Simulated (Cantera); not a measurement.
Feed: 1 mol Pb, a varied amount of O₂, 12 mol CO, held at 825 K and 2.20 mbar.

These are equilibrium values from Cantera (NASA tables, ideal gas, pure condensed phases), not measurements of a reactor. Candidate condensed phases: C, Pb, PbO, PbO₂, Pb₃O₄; 15 gas species. Kinetics and transport are ignored.

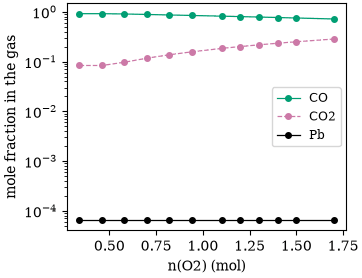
Equilibrium gas composition (values under 1e-9 drawn at 1e-9)

From 0.34 mol O₂ to 0.46 mol O₂ the condensed part is C(graphite) + Pb(l). From 0.58 mol O₂ to 1.7 mol O₂ the condensed part is Pb(l). The main Pb-bearing gas is Pb throughout.
